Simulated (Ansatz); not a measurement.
# Si$_{2}$H$_{7}$Br: nudged elastic band

- system: Si$_{2}$H$_{7}$Br
- method: RKS B3LYP-D4/def2-SVP (Ansatz 0.2.0)

One setting was made poor on purpose. It belongs to a series of runs on one base structure; here: band between the two ends. Figures and captions count atoms from 1; the log counts them from 0 in places.

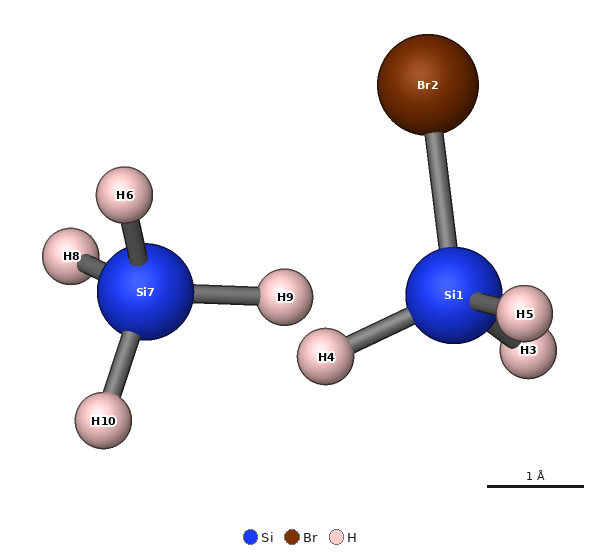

*The input geometry (ball-and-stick view, seen at a tilt; atoms are numbered from 1 in the order of the input).*

Bond lengths as drawn: Br–Si 2.24 Å and H–Si 1.49 Å.

**Input file**
```yaml
crystal:
  periodic: [false, false, false]
  atoms:
    - { symbol: Si, position_ang: [-1.977219, 0.100207, -0.538498] }
    - { symbol: Br, position_ang: [-1.569928, -2.100809, -0.413335] }
    - { symbol: H, position_ang: [-1.5332, 0.5952, -1.867942] }
    - { symbol: H, position_ang: [-1.222299, 0.78462, 0.543863] }
    - { symbol: H, position_ang: [-3.437249, 0.32281, -0.362769] }
    - { symbol: H, position_ang: [1.210311, -0.89615, 1.405424] }
    - { symbol: Si, position_ang: [1.94811, 0.056371, 0.53023] }
    - { symbol: H, position_ang: [3.381828, -0.342875, 0.440537] }
    - { symbol: H, position_ang: [1.346113, 0.04756, -0.834392] }
    - { symbol: H, position_ang: [1.853534, 1.433065, 1.096682] }
basis:
  gaussian: { orbitals: def2-SVP }
hamiltonian:
  xc: b3lyp
  dispersion: d4
neb:
  order_check: false
  images: 7
  f_tol: 0.05
  max_iterations: 60
  initial_path: linear
  final_atoms:
    - { symbol: Si, position_ang: [-1.19293355, 0.81913059, -0.2628376] }
    - { symbol: Br, position_ang: [-0.34804245, -2.95471181, -0.35463612] }
    - { symbol: H, position_ang: [-1.57104285, 0.0869899, -1.50471559] }
    - { symbol: H, position_ang: [-1.54125906, 2.26164121, -0.44065628] }
    - { symbol: H, position_ang: [-1.98340513, 0.28285487, 0.88354244] }
    - { symbol: H, position_ang: [0.60768581, -2.87957763, 0.70451377] }
    - { symbol: Si, position_ang: [1.11932224, 0.62377326, 0.16672384] }
    - { symbol: H, position_ang: [1.38874585, -0.43806432, 1.1824764] }
    - { symbol: H, position_ang: [1.86843685, 0.28630193, -1.07911727] }
    - { symbol: H, position_ang: [1.65249329, 1.911661, 0.70450642] }
```

Machine: 2 threads of AMD EPYC (Zen 3), 24 GiB of memory available, shared host.

Launched with:
```bash
ansatz run input.yaml --threads 2 --pin off --max-ram 3072MiB --backend cpu --events-out ev --progress --plain --runs-dir out
```

**What the program printed**
```
Engine: ansatz 0.2.0, x86_64-unknown-linux-gnu
Functional definition: B3LYP
  parameter a0 = 0.2
  parameter ax = 0.72
  parameter ac = 0.81
  exchange = (1 - a0 - ax)*slater_x + ax*b88_x + a0*exact_x
  correlation = (1 - ac)*vwn_rpa_c + ac*lyp_c
1067 factors; integrals over basis functions are off by at most 3.5e-4 eV
mean field evaluation 1: about -85904.1700 eV, gradient 1.2e1 eV
mean field evaluation 2: about -85904.6202 eV, gradient 3.5e0 eV
mean field evaluation 4: about -85904.6649 eV, gradient 3.0e-1 eV
mean field evaluation 8: about -85904.6679 eV, gradient 2.0e-3 eV
mean field -85904.66794582 eV, -3156.9383187335 hartree, gradient 3.7e-5 eV, S^2 0.000000; 0 other end points of the search recorded, 0 dependent functions left out
the calculation of the forces begins
reference -85904.66824018 eV, -3156.9383295512 hartree; 35, 35 occupied and 68, 68 virtual orbitals, 1067 factors
1069 factors; integrals over basis functions are off by at most 8.3e-4 eV
mean field evaluation 16: about -85903.8232 eV, gradient 3.2e-1 eV
mean field -85903.82475116 eV, -3156.9073319014 hartree, gradient 3.0e-5 eV, S^2 0.000000; 0 other end points of the search recorded, 0 dependent functions left out
[... from here on the field's lines of each further geometry are left out, up to the last ...]
NEB iter   1: max|band force component| = 1.036e1 eV/Å  barrier→ = 9.5435 eV  barrier← = 8.7166 eV  Δτ_max = 0.2000 Å  (215 SCF iters)
NEB iter   2: max|band force component| = 5.070e0 eV/Å  barrier→ = 5.9530 eV  barrier← = 5.1261 eV  Δτ_max = 0.2000 Å  (191 SCF iters)
NEB iter   3: max|band force component| = 2.401e0 eV/Å  barrier→ = 4.5059 eV  barrier← = 3.6791 eV  Δτ_max = 0.2000 Å  (182 SCF iters)
NEB iter   4: max|band force component| = 1.364e0 eV/Å  barrier→ = 3.8269 eV  barrier← = 3.0000 eV  Δτ_max = 0.2000 Å  (178 SCF iters)
NEB iter   5: max|band force component| = 8.314e-1 eV/Å  barrier→ = 3.2988 eV  barrier← = 2.4720 eV  Δτ_max = 0.2000 Å  (171 SCF iters)
NEB iter   6: max|band force component| = 1.284e0 eV/Å  barrier→ = 3.0246 eV  barrier← = 2.1977 eV  CI = image 4  Δτ_max = 0.2000 Å  (172 SCF iters)
NEB iter   7: max|band force component| = 1.106e0 eV/Å  barrier→ = 3.0103 eV  barrier← = 2.1834 eV  CI = image 4  Δτ_max = 0.2000 Å  (162 SCF iters)
NEB iter   8: max|band force component| = 9.494e-1 eV/Å  barrier→ = 2.7634 eV  barrier← = 1.9366 eV  CI = image 4  Δτ_max = 0.2000 Å  (161 SCF iters)
NEB iter   9: max|band force component| = 5.905e-1 eV/Å  barrier→ = 2.6223 eV  barrier← = 1.7955 eV  CI = image 4  Δτ_max = 0.2000 Å  (160 SCF iters)
NEB iter  10: max|band force component| = 4.367e-1 eV/Å  barrier→ = 2.5339 eV  barrier← = 1.7071 eV  CI = image 4  Δτ_max = 0.1229 Å  (155 SCF iters)
NEB iter  11: max|band force component| = 3.250e-1 eV/Å  barrier→ = 2.4934 eV  barrier← = 1.6665 eV  CI = image 4  Δτ_max = 0.1842 Å  (154 SCF iters)
NEB iter  12: max|band force component| = 2.853e-1 eV/Å  barrier→ = 2.4785 eV  barrier← = 1.6517 eV  CI = image 4  Δτ_max = 0.1970 Å  (154 SCF iters)
NEB iter  13: max|band force component| = 2.841e-1 eV/Å  barrier→ = 2.4695 eV  barrier← = 1.6427 eV  CI = image 4  Δτ_max = 0.1957 Å  (157 SCF iters)
NEB iter  14: max|band force component| = 2.384e-1 eV/Å  barrier→ = 2.4651 eV  barrier← = 1.6383 eV  CI = image 4  Δτ_max = 0.1956 Å  (155 SCF iters)
NEB iter  15: max|band force component| = 1.268e-1 eV/Å  barrier→ = 2.4626 eV  barrier← = 1.6357 eV  CI = image 4  Δτ_max = 0.0531 Å  (153 SCF iters)
NEB iter  16: max|band force component| = 8.865e-2 eV/Å  barrier→ = 2.4618 eV  barrier← = 1.6350 eV  CI = image 4  Δτ_max = 0.0584 Å  (151 SCF iters)
NEB iter  17: max|band force component| = 5.793e-2 eV/Å  barrier→ = 2.4616 eV  barrier← = 1.6347 eV  CI = image 4  Δτ_max = 0.0327 Å  (153 SCF iters)
the calculation of the forces begins
reference -85903.83704815 eV, -3156.9077838073 hartree; 35, 35 occupied and 68, 68 virtual orbitals, 1071 factors
1067 factors; integrals over basis functions are off by at most 9.4e-4 eV
mean field evaluation 896: about -85902.1399 eV, gradient 3.3e-1 eV
mean field -85902.14282107 eV, -3156.8455221105 hartree, gradient 7.7e-6 eV, S^2 0.000000; 1 other end points of the search recorded, 0 dependent functions left out
the calculation of the forces begins
reference -85902.14309917 eV, -3156.8455323305 hartree; 35, 35 occupied and 68, 68 virtual orbitals, 1067 factors
NEB iter  18: max|band force component| = 3.738e-2 eV/Å  barrier→ = 2.4615 eV  barrier← = 1.6346 eV  CI = image 4  Δτ_max = 0.0000 Å  (310 SCF iters)
```

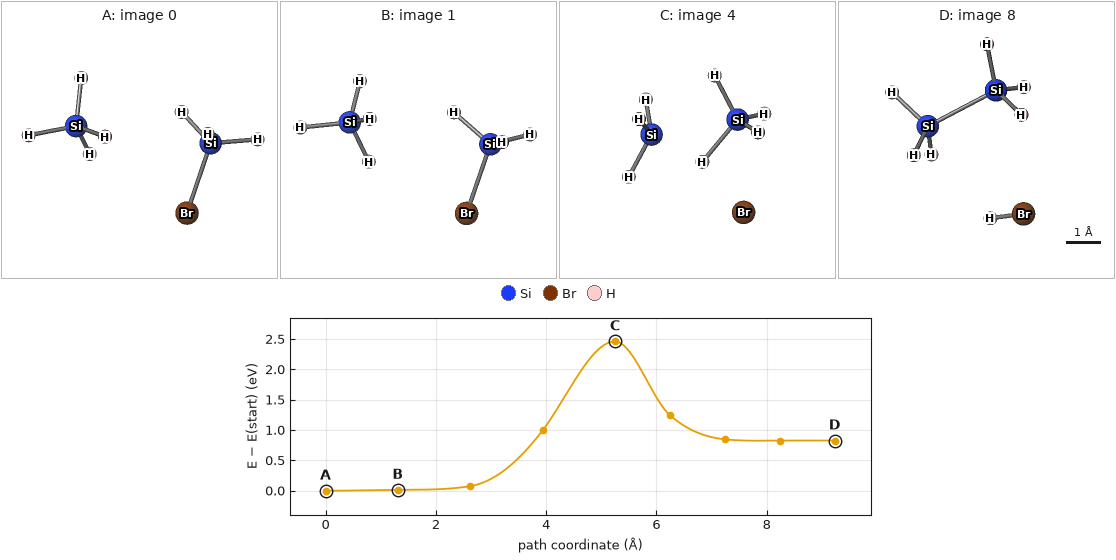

*Images of the last band (counted from 0; ball-and-stick, seen at a tilt) above the energy along the path; the line is a cubic interpolation that uses the forces.*

The highest image is number 4, 2.461 eV above the start and 1.635 eV above the end (the climbing image); the end lies 0.827 eV above the start. The path is 9.24 Å long. The band converged in 18 iterations.

```
Total energy: -85902.51223027 eV, -3156.8590976485 hartree
Atom 0 at    -1.222805     0.242345    -0.233479 Å, force    -0.007410    -0.008530     0.005671 eV/Å
Atom 1 at    -0.853799    -2.587371    -0.145981 Å, force    -0.003764    -0.002313    -0.001031 eV/Å
Atom 2 at    -1.662132    -0.003109    -1.621185 Å, force     0.002646    -0.004810    -0.001109 eV/Å
Atom 3 at    -0.815088     1.693750    -0.178225 Å, force     0.000650     0.009022    -0.000081 eV/Å
Atom 4 at    -2.117569     0.023301     0.920241 Å, force    -0.000289     0.001919    -0.003770 eV/Å
Atom 5 at     0.049818    -0.842707     0.015813 Å, force     0.000954     0.007091     0.002919 eV/Å
Atom 6 at     1.369417     0.250831     0.258223 Å, force     0.013808    -0.004994    -0.004278 eV/Å
Atom 7 at     2.276980    -0.905298     0.467735 Å, force    -0.003130     0.005120    -0.003473 eV/Å
Atom 8 at     1.723000     1.030238    -0.955327 Å, force    -0.001710    -0.000399     0.004478 eV/Å
Atom 9 at     1.252180     1.098019     1.471985 Å, force    -0.001753    -0.002104     0.000675 eV/Å
Dipole moment:     0.343524     0.960228     0.059703 e Å
this run last wrote the band of iteration 18 to [file]
```

**The last band as extended XYZ (Å, eV, eV/Å)**
```
10
Properties=species:S:1:pos:R:3:forces:R:3 image=0 energy=-85904.97342
Si   -1.9772    0.1002   -0.5385   -0.0087   0.0083  -0.0072
Br   -1.5699   -2.1008   -0.4133   -0.0041   0.0052  -0.0029
H    -1.5332    0.5952   -1.8679   -0.0056  -0.0056   0.0110
H    -1.2223    0.7846    0.5439   -0.0005  -0.0018   0.0019
H    -3.4372    0.3228   -0.3628    0.0144  -0.0071  -0.0040
H     1.2103   -0.8962    1.4054    0.0122   0.0131  -0.0051
Si    1.9481    0.0564    0.5302   -0.0147  -0.0036  -0.0091
H     3.3818   -0.3429    0.4405   -0.0058  -0.0013   0.0007
H     1.3461    0.0476   -0.8344    0.0117   0.0007   0.0179
H     1.8535    1.4331    1.0967    0.0011  -0.0080  -0.0032
10
Properties=species:S:1:pos:R:3:forces:R:3 image=1 energy=-85904.96004
Si   -2.0735    0.0938   -0.5755   -0.0045  -0.0075   0.0057
Br   -1.7538   -2.1024   -0.2595    0.0007   0.0069  -0.0050
H    -2.0943    0.3674   -2.0359    0.0029   0.0018  -0.0018
H    -0.9585    0.8331    0.0705    0.0005   0.0039   0.0059
H    -3.3689    0.4791    0.0428   -0.0036  -0.0005  -0.0028
H     1.1897   -1.0820    0.9603    0.0007  -0.0015   0.0050
Si    2.0490    0.0624    0.5528   -0.0050   0.0049  -0.0027
H     3.4853   -0.3047    0.7092    0.0067   0.0017  -0.0008
H     1.7785    0.4070   -0.8725    0.0023  -0.0068   0.0006
H     1.7463    1.2464    1.4077   -0.0007  -0.0027  -0.0042
10
Properties=species:S:1:pos:R:3:forces:R:3 image=2 energy=-85904.89829
Si   -1.9449    0.0479   -0.5501   -0.0552  -0.0067  -0.0093
Br   -1.5319   -2.1508   -0.3805   -0.0468   0.0186  -0.0306
H    -2.5268    0.2914   -1.8924   -0.0807   0.0349  -0.0185
H    -0.6909    0.8327   -0.4098   -0.0135  -0.0585  -0.0099
H    -2.8832    0.4239    0.5378   -0.0527   0.0141  -0.0255
H     0.8434   -0.9108    0.5623    0.0668  -0.0369   0.0427
Si    1.9175    0.1113    0.5390    0.0469   0.0002   0.0152
H     3.2020   -0.5391    0.9162    0.0849   0.0486   0.0188
H     2.0276    0.6959   -0.8292    0.0187  -0.0183   0.0141
H     1.5872    1.1977    1.5065    0.0316   0.0040   0.0031
10
Properties=species:S:1:pos:R:3:forces:R:3 image=3 energy=-85903.98027
Si   -1.5908    0.0340   -0.3873   -0.3886  -0.2225  -0.1145
Br   -1.2282   -2.2513   -0.2812   -0.2820   0.2792  -0.1374
H    -2.0696    0.1358   -1.7778   -0.4466   0.1189  -0.0989
H    -0.6616    1.2120   -0.2668    0.0797  -0.4748  -0.0024
H    -2.5175    0.2124    0.7494   -0.3507   0.0909  -0.0843
H     0.4592   -0.6961    0.2314    0.4256   0.1293   0.1712
Si    1.6412    0.1596    0.3959    0.2656  -0.0547   0.0890
H     2.7027   -0.8254    0.6958    0.4700   0.1403   0.1020
H     1.8844    0.9079   -0.8710    0.0913  -0.0294   0.0436
H     1.3802    1.1110    1.5113    0.1357   0.0228   0.0318
10
Properties=species:S:1:pos:R:3:forces:R:3 image=4 energy=-85902.51195
Si   -1.2228    0.2423   -0.2335   -0.0074  -0.0085   0.0057
Br   -0.8538   -2.5874   -0.1460   -0.0038  -0.0023  -0.0010
H    -1.6621   -0.0031   -1.6212    0.0026  -0.0048  -0.0011
H    -0.8151    1.6938   -0.1782    0.0006   0.0090  -0.0001
H    -2.1176    0.0233    0.9202   -0.0003   0.0019  -0.0038
H     0.0498   -0.8427    0.0158    0.0010   0.0071   0.0029
Si    1.3694    0.2508    0.2582    0.0138  -0.0050  -0.0043
H     2.2770   -0.9053    0.4677   -0.0031   0.0051  -0.0035
H     1.7230    1.0302   -0.9553   -0.0017  -0.0004   0.0045
H     1.2522    1.0980    1.4720   -0.0018  -0.0021   0.0007
10
Properties=species:S:1:pos:R:3:forces:R:3 image=5 energy=-85903.72865
Si   -1.1049    0.4948   -0.1555    0.1157   0.2642   0.0164
Br   -0.6871   -2.8397   -0.1099    0.0924  -0.2152   0.0135
H    -1.6105   -0.0119   -1.4627    0.1070   0.0164   0.0655
H    -1.1179    1.9801   -0.1639   -0.2206   0.2505  -0.0277
H    -1.9421   -0.0051    0.9713    0.1070   0.0198  -0.0323
H    -0.0521   -1.5318   -0.0109   -0.1023  -0.5888  -0.0154
Si    1.2625    0.4068    0.1805   -0.0914   0.1046  -0.0087
H     2.0641   -0.8491    0.3224   -0.2209   0.0069  -0.0345
H     1.7716    1.1546   -1.0027    0.1050   0.0723   0.0159
H     1.4165    1.2013    1.4313    0.1080   0.0694   0.0074
10
Properties=species:S:1:pos:R:3:forces:R:3 image=6 energy=-85904.12695
Si   -1.1203    0.7055   -0.0996   -0.0069   0.0420   0.0003
Br   -0.7681   -3.1244   -0.1310   -0.0027  -0.0265  -0.0001
H    -1.5689    0.0716   -1.3705    0.0080   0.0076  -0.0051
H    -1.4677    2.1572   -0.1245   -0.0322   0.0105  -0.0025
H    -1.8016    0.0577    1.0559    0.0055   0.0067   0.0053
H     0.2612   -2.1379    0.0018    0.0284  -0.0829   0.0024
Si    1.2212    0.5842    0.1279    0.0044   0.0170   0.0025
H     1.7294   -0.8253    0.1864   -0.0512   0.0067  -0.0056
H     1.8766    1.2484   -1.0357    0.0229   0.0102  -0.0001
H     1.6381    1.2629    1.3890    0.0239   0.0087   0.0030
10
Properties=species:S:1:pos:R:3:forces:R:3 image=7 energy=-85904.14751
Si   -1.1677    0.8141   -0.0071    0.0012  -0.0014   0.0092
Br   -0.6723   -3.1063   -0.5667    0.0364   0.0137   0.0183
H    -1.6709    0.1862   -1.2596   -0.0031  -0.0034  -0.0071
H    -1.5161    2.2665   -0.0217   -0.0011   0.0065   0.0001
H    -1.8211    0.1774    1.1730    0.0009  -0.0004  -0.0042
H     0.5740   -2.6363   -0.0433   -0.0361  -0.0123  -0.0156
Si    1.1733    0.6110    0.1512   -0.0002  -0.0076   0.0046
H     1.5707   -0.7846    0.5173    0.0002   0.0034  -0.0018
H     1.8239    0.9480   -1.1490    0.0019   0.0033  -0.0043
H     1.7061    1.5239    1.2056   -0.0001  -0.0017   0.0009
10
Properties=species:S:1:pos:R:3:forces:R:3 image=8 energy=-85904.14658
Si   -1.2061    0.8393    0.0634   -0.0003   0.0027  -0.0005
Br   -0.4173   -2.8048   -0.9677    0.0057  -0.0001   0.0036
H    -1.7296    0.3987   -1.2607   -0.0014  -0.0002   0.0013
H    -1.5569    2.2795    0.2542    0.0005  -0.0025  -0.0023
H    -1.8681    0.0477    1.1413    0.0017   0.0019  -0.0001
H     0.6524   -2.9548   -0.0328   -0.0048  -0.0026  -0.0047
Si    1.1376    0.5872    0.1758   -0.0021   0.0017   0.0025
H     1.5084   -0.6713    0.8904    0.0015   0.0004  -0.0006
H     1.7379    0.5490   -1.1899   -0.0011   0.0002   0.0008
H     1.7417    1.7295    0.9258    0.0003  -0.0015   0.0000
```

**Results in brief**

- outcome: converged
- barrier, forward: 2.462 eV
- barrier, backward: 1.635 eV
- wall time: 4.1 min (CPU time 7.9 min)
- peak memory: 0.26 GiB

**Notes**

A deliberately poor setting: straight start. The order of the saddle point was not checked.
